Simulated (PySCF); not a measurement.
| atom | x (Å) | y (Å) | z (Å) |
| --- | --- | --- | --- |
| F | -2.5209 | 1.0382 | -0.2517 |
| C | -1.8500 | -0.0049 | -0.7613 |
| F | -1.1037 | 0.4759 | -1.7683 |
| F | -2.7627 | -0.8162 | -1.3196 |
| C | -1.0078 | -0.7224 | 0.2963 |
| N | -0.1736 | 0.1611 | 1.0403 |
| Si | 1.2216 | 0.9485 | 0.3496 |
| Si | 2.4461 | -0.7345 | -0.5665 |
| H | -1.7086 | -1.2555 | 0.9493 |
| H | -0.3885 | -1.4538 | -0.2325 |
| H | -0.7095 | 0.7186 | 1.6881 |
| H | 0.8176 | 2.1004 | -0.4834 |
| H | 1.8492 | 1.5127 | 1.5515 |
| H | 3.8829 | -0.5182 | -0.7499 |
| H | 2.0032 | -1.4419 | -1.7751 |

Geometry: GFN2-xTB.

These are results of PySCF 2.14.0, density-fitted response routines, UKS B3LYP, pcH-1 on C F H N Si, non-relativistic, mean-field spin-orbit, GIAO, not measurements.

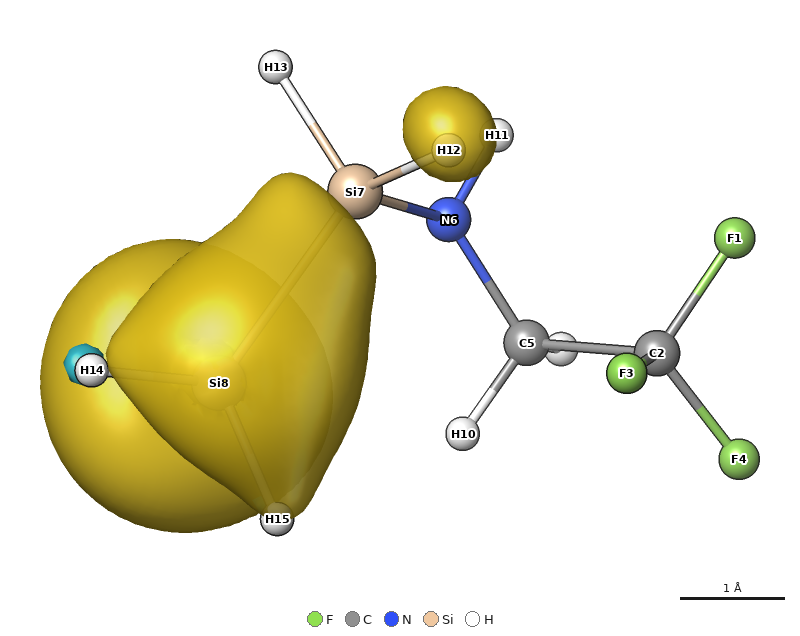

C2H7F3NSi2 (doublet). Isosurfaces of the spin density at +0.015 (yellow) and −0.015 e/Å³ (cyan), seen at a tilt.

### Which atoms carry the spin?

The unpaired spin (1 electron) lies mostly on Si8 (about 0.8) and Si7 (about 0.1), in electrons by Hirshfeld's partition.
